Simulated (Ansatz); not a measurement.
# BaTiO3 (R3m): from the cell to its phonons, part 2 of 2

Task: relax BaTiO3 (R3m), then find its harmonic phonons.

Ansatz 0.2.0; DFT LDA, scalar-relativistic, plane waves, PAW.

So far. Step 3 (Tight relaxation): The largest force component left is 0.87 meV/Å and the pressure is -0.003 GPa, within the tolerances set. The cell now holds 12.28 Å³/atom. The relaxed cell has a = 5.576, c = 6.841 Å (conventional setting).

## (4) Linear response at the zone centre

The zone centre is the only wavevector solved here; it holds the modes that light can see, as far as symmetry allows. The response to a homogeneous field gives the Born charges and the dielectric tensor, and its change with displacement the Raman tensors.

Input file input.yaml:

```yaml
crystal:
  lattice:
    - [2.7879002201, 1.6095949425, 2.280461717]
    - [-2.7879002201, 1.6095949425, 2.280461717]
    - [0.0, -3.2191898851, 2.2804617169]
  atoms:
    - { symbol: Ba, position: [-0.0009476575, -0.0009476575, -0.0009476575] }
    - { symbol: Ti, position: [0.4902259111, 0.4902259111, 0.4902259111] }
    - { symbol: O, position: [0.5085576674, 0.5085576674, 0.0128064115] }
    - { symbol: O, position: [0.0128064115, 0.5085576674, 0.5085576674] }
    - { symbol: O, position: [0.5085576674, 0.0128064115, 0.5085576674] }
kpoints:
  mp_grid: { grid: [6, 6, 6] }
hamiltonian:
  xc: lda
scf:
  occupations: { method: fixed }
output:
  eigenvalues: true
phonons:
  method: dfpt
  dielectric: true
  rigid_motions: translations
  raman: true
```

The run is started by

```console
$ ansatz run input.yaml --threads 4 --pin off --max-ram 7168MiB --backend cpu --events-out ev --progress --plain --runs-dir out
```

Numbers of over 12 decimals in the logs are rounded to 6 here.

What it wrote:

```text
[...]
Crystal: 5 atoms, lattice volume = 61.400 Å³
Basis set: ecut = 420 eV, 1213 PW (Γ), exchange–correlation on 54×54×54 points (8 copies of the dense FFT grid, shifted against one another)
Bands: 25, of which v1, the nominal top of the filled ones, is band 20 counted from 1 (19 counted from 0)
Symmetry: 6 space group operations
k-points: 112 of 216 (irreducible under 1 space group operation, time reversal used)
[...]
SCF iter   1: F=—  HF=-9904.547819 eV  |F-HF|=—  |Δ(HF+E_count)|=         —  Δρ=1.88e-2  dr2=2.09e-1  ethr=1.77e-3  ⟨swp⟩=4.5  Hψ=11873  notcnv=0  defer=239
[...]
SCF iter   9: F=-9904.504584 eV  HF=-9904.504584 eV  |F-HF|=2.91e-11  |Δ(HF+E_count)|=  1.18e-10  Δρ=3.28e-7  dr2=4.27e-11  ethr=1.00e-12  ⟨swp⟩=13.4  Hψ=21550  notcnv=0
SCF 1 converged in 9 iterations: F = -9904.504584 eV  dr2 = 4.27e-11
[...]
NSCF: frozen V_eff on 6 k-points
DFPT response loops at Γ: preconditioner auto → none (the input reference at scf.mixing.eps_inf says where Resta's filter doesn't serve); β = 0.50; Broyden in place of MSR1
── the response to a field inside a basis, on 8×8×8 k-points: an SCF that follows is theirs, and a resumed run solves both again ──
Bands: 21, of which v1, the nominal top of the filled ones, is band 20 counted from 1 (19 counted from 0)
k-points: 60 of 512 (time reversal used)
[...]
Eigensolver: Dense (60 Hₖ)
SCF iter   1: F=—  HF=-9904.506438 eV  |F-HF|=—  |Δ(HF+E_count)|=         —  Δρ=6.73e-4  dr2=5.25e-5  ethr=1.00e-1
[...]
SCF iter   7: F=-9904.506417 eV  HF=-9904.506417 eV  |F-HF|=1.82e-11  |Δ(HF+E_count)|=  1.04e-10  Δρ=1.65e-7  dr2=2.26e-11  ethr=1.09e-12
SCF 1 converged in 7 iterations: F = -9904.506417 eV  dr2 = 2.26e-11
[...]
SCF converged after 9 iterations
Free energy (F): -9904.504584 eV
[...]
Internal energy: -9904.504584 eV  (E = F + TS)
E sigma→0 (E₀):  -9904.504584 eV
Fermi energy:    10.517884 eV
[...]
--- Band table (eV; the first three rows and the last of 112) ---
  k-point 0: bands = [... 16 lower, 9.3268, 10.2152, 10.3196, 10.3196, 12.6764, 12.6764, 12.7942, 15.1311, ... 1 higher]
  k-point 1: bands = [... 16 lower, 9.1273, 9.7177, 10.1550, 10.1608, 12.7353, 13.1475, 13.1716, 15.1348, ... 1 higher]
  k-point 2: bands = [... 16 lower, 8.7887, 8.9978, 9.8303, 9.9002, 12.8060, 13.9749, 14.0370, 15.1301, ... 1 higher]
  k-point 111: bands = [... 16 lower, 8.2526, 10.5067, 10.5067, 10.5179, 15.0602, 15.1431, 15.1431, 17.4502, ... 1 higher]
--- Phonons (Γ-DFPT): 7 representative perturbations + reference, on 112 of 216 k-points (Σ response iterations 22) ---
  k mesh reduced under 1 symmetry operation, with k and −k counted as one. Each operation leaves every solved perturbation unchanged. A smaller set is not considered because the run solves the response to a homogeneous field
  ASR residual: 6.402e-5 → 0.000e0 eV/Å²; symmetrization residual: 9.482e-6 eV/Å²
  ASR residual per site (eV/Å²): 2.65e-5 5.88e-5 6.40e-5 6.05e-5 6.05e-5
  Γ frequencies (cm⁻¹): 0.00 0.00 0.00 160.06 160.06 177.40 183.86 183.86 225.16 281.35 295.66 295.66 484.07 484.07 512.23
  ε∞ (high-frequency dielectric tensor):
        6.342073     0.000000     0.000000
        0.000000     6.342073     0.000000
        0.000000     0.000000     6.030360
  ε⁰ (static dielectric tensor: ions relaxed, cell fixed):
      102.855590    -0.000000    -0.000000
       -0.000000   102.855590     0.000000
       -0.000000     0.000000    51.183994
  ε⁰ − ε∞ (ionic part):
       96.513517    -0.000000    -0.000000
       -0.000000    96.513517     0.000000
       -0.000000     0.000000    45.153634
  softest optical mode at Γ: 160.06 cm⁻¹; the repairs (sum rule, projections) moved no ω² at Γ by more than (1.92 cm⁻¹)²
  Born effective charges Z* (e; rows j = field, columns β = displacement):
    site 0:
         2.80601    0.00000    0.00000
        -0.00000    2.80601    0.00000
        -0.00000    0.00000    2.77865
    site 1:
         6.83420    0.00000    0.00000
        -0.00000    6.83420    0.00000
        -0.00000    0.00000    6.21467
    site 2:
        -2.06112    0.00000    0.00000
        -0.00000   -4.36569    1.52588
        -0.00000    1.40536   -2.99777
    site 3:
        -3.78954   -0.99791   -1.32145
        -0.99791   -2.63726   -0.76294
        -1.21708   -0.70268   -2.99777
    site 4:
        -3.78954    0.99791    1.32145
         0.99791   -2.63726   -0.76294
         1.21708   -0.70268   -2.99777
  Z* charge neutrality: 2.961e-3 e pre-enforcement
  solved inside a basis spanned on kpoints, on 8×8×8 k-points: ε∞ is read to err by 2.2e-2, Z* by 2.8e-2 e (field_mesh: kpoints solves on kpoints); Z* is corrected for what the basis lacks
  Raman tensors (in the event stream and the table raman_tensors.tsv): an entry may err by 1.7e0 Å², one of the second-order susceptibility by 1.9e0 pm/V (basis, points and sum rule); their sum over the sites missed zero by 2.044e-4 Å² ahead of its enforcement
  optical modes at Γ without the LO–TO term, one row a degenerate level:
      ω (cm⁻¹)  modes    IR ((D/Å)²/amu)  static Raman (Å⁴/amu)  depolarisation
        160.06      2           128.6127               393.3392           0.750
        177.40      1             8.5448                24.0503           0.048
        183.86      2            16.1370               185.8508           0.750
        225.16      1            50.5431              1325.1738           0.024
        281.35      1             0.0000                 0.0000               —
        295.66      2             0.0030                32.8636           0.750
        484.07      2            13.8167               141.5264           0.750
        512.23      1             8.2448               771.0432           0.008
  optical modes at Γ + LO–TO along q̂ = [1.0000, 0.0000, 0.0000]:
      ω (cm⁻¹)  modes    IR ((D/Å)²/amu)  static Raman (Å⁴/amu)  depolarisation
        160.06      1            64.3064               196.6696           0.750
        177.40      1             8.5448                24.0503           0.048
        181.31      1             0.0032                19.1293           0.750
        183.86      1             8.0685                92.9254           0.750
        225.16      1            50.5431              1325.1738           0.024
        281.35      1             0.0000                 0.0000               —
        295.65      1             0.0001                16.8480           0.750
        295.66      1             0.0015                16.4318           0.750
        451.39      1             3.4384                 1.0368           0.750
        484.07      1             6.9084                70.7632           0.750
        512.23      1             8.2448               771.0432           0.008
        700.99      1            75.8431               114.2590           0.750
  optical modes at Γ + LO–TO along q̂ = [0.0000, 1.0000, 0.0000]:
      ω (cm⁻¹)  modes    IR ((D/Å)²/amu)  static Raman (Å⁴/amu)  depolarisation
        160.06      1            64.3064               196.6696           0.750
        177.40      1             8.5448                24.0503           0.048
        181.31      1             0.0032                19.1293           0.750
        183.86      1             8.0685                92.9254           0.750
        225.16      1            50.5431              1325.1738           0.024
        281.35      1             0.0000                 0.0000               —
        295.65      1             0.0001                16.8480           0.750
        295.66      1             0.0015                16.4318           0.750
        451.39      1             3.4384                 1.0368           0.750
        484.07      1             6.9084                70.7632           0.750
        512.23      1             8.2448               771.0432           0.008
        700.99      1            75.8431               114.2590           0.750
  optical modes at Γ + LO–TO along q̂ = [0.0000, 0.0000, 1.0000]:
      ω (cm⁻¹)  modes    IR ((D/Å)²/amu)  static Raman (Å⁴/amu)  depolarisation
        160.06      2           128.6127               393.3392           0.750
        183.86      2            16.1370               185.8508           0.750
        184.65      1             0.0212                82.8043           0.015
        281.35      1             0.0000                 0.0000               —
        295.66      2             0.0030                32.8636           0.750
        464.88      1             5.0649                32.1049           0.006
        484.07      2            13.8167               141.5264           0.750
        694.40      1            62.2466               894.7069           0.010
```

Run time: 7.9 min. Hardware: 4 threads of Arm Neoverse N1, shared host; peak memory 1.4 GiB; 27 min of CPU time.

This step gave:

```yaml
sum_rule_residual_before_enforcement: 6.40e-5 eV/Å²
miss_of_the_charge_sum_rule: 0.002961 e
estimated_error_of_the_dielectric_tensor: 0.02198
estimated_error_of_the_born_charges: 0.02822 e
point_group: 3m
highest_optical_mode_at_the_zone_centre_no_lo_to_term: 512.2 cm⁻¹
lowest_optical_zone_centre_mode: 160.1 cm⁻¹
mean_high_frequency_dielectric_constant: 6.238
largest_born_charge_third_of_the_trace: 6.628 e
mean_static_dielectric_constant: 85.63
top_of_the_zone_centre_spectrum_with_the_field: 701.0 cm⁻¹
```

Without the LO-TO term. Patterns of degenerate modes are one choice out of their space. The modes at Γ (shares of kinetic energy by element, %):

```csv
mode,frequency (cm⁻¹),symmetry,Ba %,Ti %,O %
1,0.0,acoustic,59,21,21
2,0.0,acoustic,59,21,21
3,0.0,acoustic,59,21,21
4,160.1,E,11,10,79
5,160.1,E,11,10,79
6,177.4,A1,40,18,42
7,183.9,E,30,69,1
8,183.9,E,30,69,1
9,225.2,A1,1,62,37
10,281.4,A2,0,0,100
11,295.7,E,0,0,100
12,295.7,E,0,0,100
13,484.1,E,0,1,99
14,484.1,E,0,1,99
15,512.2,A1,0,0,100
```

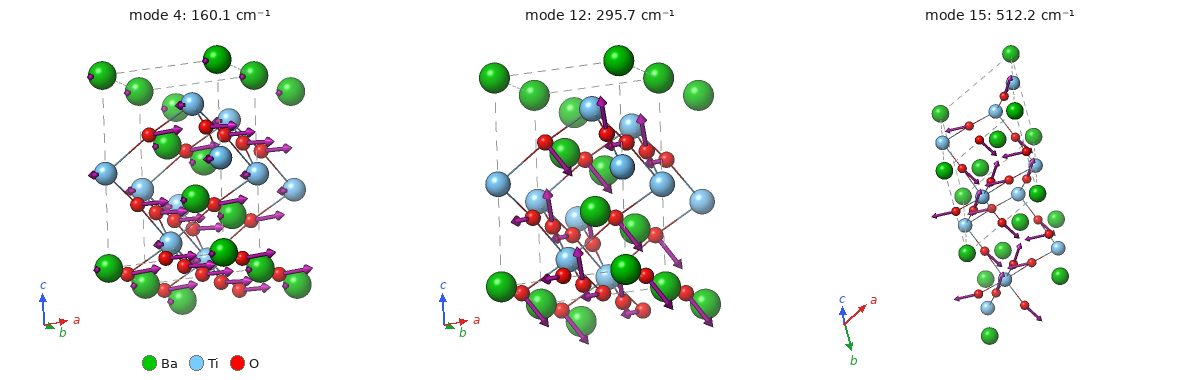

Displacement patterns of modes 4, 12 and 15 at Γ; arrows are exaggerated. 1×2×1 conventional cells are drawn. Some periodic images of atoms are drawn too.

Optical modes at the zone centre, without and with the macroscopic field of the longitudinal modes; each column is sorted by frequency, so a row need not hold one and the same mode. Modes with and without the field, by row:

```csv
rank among optical modes,no field (cm⁻¹),"q along (1, 0, 0) (cm⁻¹)","q along (0, 0, 1) (cm⁻¹)"
1,160.1,160.1,160.1
2,160.1,177.4,160.1
3,177.4,181.3,183.9
4,183.9,183.9,183.9
5,183.9,225.2,184.7
6,225.2,281.4,281.4
7,281.4,295.6,295.7
8,295.7,295.7,295.7
9,295.7,451.4,464.9
10,484.1,484.1,484.1
11,484.1,512.2,484.1
12,512.2,701,694.4
```

Born charge (rows field, columns displacement) (e), principal values of the symmetric part by kind of site:

```csv
atom,atoms with these values,low,middle,high,mean
Ba1,1,2.78,2.81,2.81,2.80
Ti2,1,6.21,6.83,6.83,6.63
O3,3,-5.30,-2.06,-2.06,-3.14
```

In full for Ti2:

```
6.83 0.00 0.00
0.00 6.83 0.00
0.00 0.00 6.21
```

High-frequency dielectric tensor:

```
6.34 0.00 0.00
0.00 6.34 0.00
0.00 0.00 6.03
```

Static dielectric tensor (ions relaxed, fixed cell):

```
102.9   0.0   0.0
  0.0 102.9   0.0
  0.0   0.0  51.2
```

Transverse modes. Infrared lines, with heights relative to the strongest:

```csv
position (cm⁻¹),label,relative intensity
160,E,100
177,A1,6.6
184,E,13
225,A1,39
281,A2,0.0
296,E,0.0
484,E,11
512,A1,6.4
```

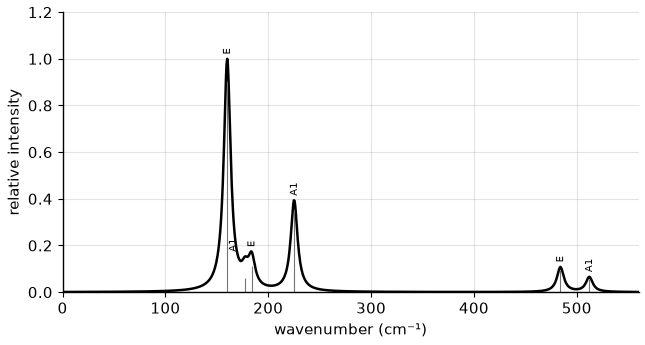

The infrared spectrum, broadened with Lorentzians of width 8 cm⁻¹; bars mark the lines.

Activity x (w_L - w)^4 (n + 1)/w, 532 nm, 300 K; modes without the macroscopic field alone. Raman lines, with heights relative to the strongest:

```csv
position (cm⁻¹),label,relative intensity
160,E,52
177,A1,2.7
184,E,20
225,A1,100
281,A2,0.0
296,E,1.6
484,E,3.4
512,A1,17
```

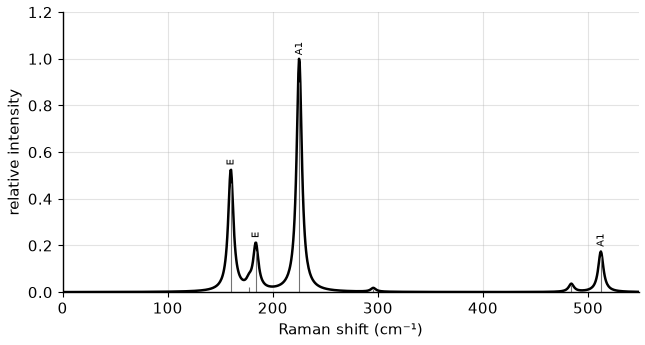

The Raman spectrum, broadened with Lorentzians of width 6 cm⁻¹; bars mark the lines.

Static second-order susceptibility (pm/V), twice the coefficient d of second-harmonic generation. Second order susceptibility, by row:

```csv
field along,xx,yy,zz,yz,xz,xy
x,0,0,0,0,20.46,3.9
y,3.9,-3.9,0,20.46,0,0
z,20.46,20.46,42.51,0,0,0
```

Before it was imposed, the acoustic sum rule was missed by 6.4e-5 eV/Å² and the charge sum rule by 0.0030 e. Small misses are needed for a sound result but don't prove that mesh and cutoff are converged. The lowest optical mode is real, 160 cm⁻¹.

## (5) Another isotope, element Ba, natural mass 137.327 amu

An isotope changes the mass and not the force constants, so no new electronic calculation is needed; the shifts show which modes move this element.

The same force constants with the mass of Ba changed from 137.327 to 133.905 u (phonopy, no LO-TO term). Both lists are sorted by frequency; levels can cross, so a row need not hold one and the same mode. Modes under 3 cm⁻¹ are left out. Isotope shifts, by row:

```csv
q,rank,natural mass (cm⁻¹),changed mass (cm⁻¹)
0 0 0,4,160.1,160.3
0 0 0,5,160.1,160.3
0 0 0,6,177.4,178.3
0 0 0,7,183.9,184.6
0 0 0,8,183.9,184.6
0 0 0,9,225.2,225.2
0 0 0,10,281.4,281.4
0 0 0,11,295.7,295.7
0 0 0,12,295.7,295.7
0 0 0,13,484.1,484.1
0 0 0,14,484.1,484.1
0 0 0,15,512.2,512.2
```

A mode of this element alone would shift by +1.27 %. The highest zone-centre frequency without the field goes from 512.2 to 512.2 cm⁻¹ (+0.0 %). The product of the frequency ratios over all optical modes at Γ is 1.016; the product rule, (m/m′)^(3k/2) (M′/M)^(3/2) with k = 1 such atoms and M the mass of the cell, gives 1.016.

## (6) Isotope substitution, element O, natural mass 15.999 amu

The same for O, from 16.00 to 18.00 u.

The same force constants with the mass of O changed from 15.999 to 17.999 u (phonopy, no LO-TO term). Both lists are sorted by frequency; levels can cross, so a row need not hold one and the same mode. Modes under 3 cm⁻¹ are left out. Isotope shifts, by row:

```csv
q,rank,natural mass (cm⁻¹),changed mass (cm⁻¹)
0 0 0,4,160.1,152.9
0 0 0,5,160.1,152.9
0 0 0,6,177.4,172.7
0 0 0,7,183.9,183.7
0 0 0,8,183.9,183.7
0 0 0,9,225.2,220.8
0 0 0,10,281.4,265.3
0 0 0,11,295.7,278.8
0 0 0,12,295.7,278.8
0 0 0,13,484.1,456.5
0 0 0,14,484.1,456.5
0 0 0,15,512.2,482.9
```

A mode of this element alone would shift by -5.72 %. The highest zone-centre frequency without the field goes from 512.2 to 482.9 cm⁻¹ (-5.7 %). The product of the frequency ratios over all optical modes at Γ is 0.611; the product rule, (m/m′)^(3k/2) (M′/M)^(3/2) with k = 3 such atoms and M the mass of the cell, gives 0.611.

## (7) Another isotope, element Ti, natural mass 47.867 amu

The same for Ti, from 47.87 to 49.94 u.

A mode of this element alone would shift by -2.10 %. The highest zone-centre frequency without the field goes from 512.2 to 512.2 cm⁻¹ (+0.0 %). The product of the frequency ratios over all optical modes at Γ is 0.951; the product rule, (m/m′)^(3k/2) (M′/M)^(3/2) with k = 1 such atoms and M the mass of the cell, gives 0.951.

## (8) Results

```json
{"space group after relaxation (within 0.01 Å)": "R3m", "volume per atom": "12.3 Å³", "gap on the k-mesh": "2.16 eV", "highest optical mode at the zone centre (no LO-TO term)": "512 cm⁻¹", "top of the zone-centre spectrum with the field": "701 cm⁻¹", "lowest optical zone-centre mode": "160 cm⁻¹", "mean high-frequency dielectric constant": "6.24", "mean static dielectric constant": "85.6", "largest Born charge (third of the trace)": "6.63 e", "imaginary modes at Γ (the only wavevector solved)": "none"}
```

The structure is stable against zone-centre distortions, since no mode there is imaginary; other wavevectors were not solved, so zone-boundary instabilities are untested. Without the field, the optical modes at Γ span 160 to 512 cm⁻¹. No dispersion was computed. The highest mode in this list at Γ, 512.2 cm⁻¹, is mostly motion of O (100 % of the kinetic energy). With the macroscopic field of the longitudinal modes the top of the zone-centre spectrum lies at 701 cm⁻¹, against 512 cm⁻¹ without it. Lattice motion raises the mean dielectric constant from 6.238 to 85.63. The strongest infrared line is at 160 cm⁻¹. Averaged over orientations, the strongest Raman line at 532 nm and 300 K is at 225 cm⁻¹, among the modes without the field; their longitudinal partners can be Raman active too. The tensors are the static, non-resonant ones, while 532 nm light (2.33 eV) lies above the computed gap. Spin-orbit coupling is left out, which can matter for the heavy elements here. These are harmonic frequencies at zero temperature: anharmonic shifts, linewidths and thermal expansion are left out.

[Logs are printed without paths, hosts, clocks, repeated set-up lines and the standing remarks that a program may print on its own settings, such as how far it seeks lower states.]

[Hosts, paths, dates, database ids (printed as entryN), source tags and the programs' standing remarks are cut or masked in the printed files.]
